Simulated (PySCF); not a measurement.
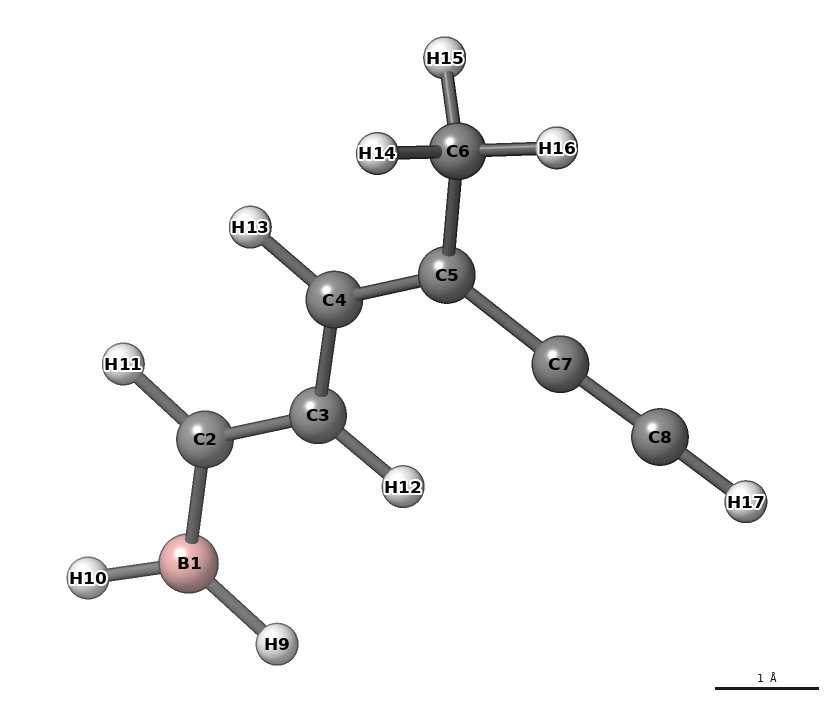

Atoms carry their numbers in the input. The geometry was computed by an optimisation with GFN2-xTB. No frequency run is at hand to confirm it as a minimum.

Q: Describe the coordination of atom 2.

A: C2 has 3 neighbours (B1 at 1.53, C3 at 1.35, H11 at 1.09 Å); the arrangement is trigonal planar.

Q: What is the geometry at C6?

A: C6 has 4 neighbours (C5 at 1.50, H14 at 1.09, H15 at 1.09, H16 at 1.09 Å); the arrangement is tetrahedral.

Q: Describe the coordination of atom 8.

A: C8 has 2 neighbours (C7 at 1.20, H17 at 1.05 Å); the arrangement is linear.

Q: How are the neighbours of atom 3 arranged?

A: C3 has 3 neighbours (C2 at 1.35, C4 at 1.43, H12 at 1.08 Å); the arrangement is trigonal planar.

Q: What is the dihedral angle C2–C3–C4–C5?

A: 180° in size, that is anti.
